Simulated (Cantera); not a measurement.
Charge: 1 mol Si₃N₄, 0.82 mol N₂, at 7.70e-5 bar.

Cantera equilibrium calculation (NASA polynomials, part measured and part estimated; ideal gas, pure solids and liquids). Candidate condensed phases: Si, Si₃N₄; 7 gas species. The tables' values for SiN are old estimates; treat these amounts as uncertain. Rates play no part.

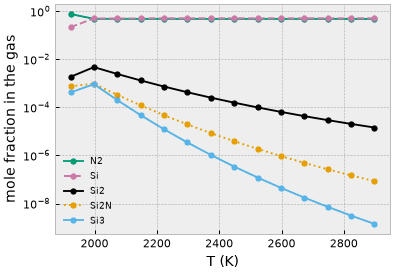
Fig. 1. Equilibrium gas composition (values under 1e-9 drawn at 1e-9)

Question: Read off the mole fractions at 2823 K.

Answer: Si about 0.52, N₂ about 0.48, Si₂ about 2.1e-5, Si₂N about 1.5e-7.
